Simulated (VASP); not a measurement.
Band structure of Zn (hcp). Level of theory: r2SCAN+rVV10, VASP's PBE PAW potentials (set 64) (plane waves; VASP 6.6.1).

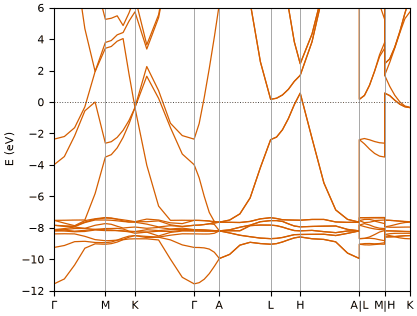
*Bands along high-symmetry lines, zero at the valence-band maximum or, without a gap, the Fermi level*

### Question
Read the plot: is there a gap, and where are the band edges?

### Answer
It has no gap at this level: it comes out as a metal or semimetal.

The compound is Zn in the hcp structure. It was relaxed first, which changed the volume by -7 %.
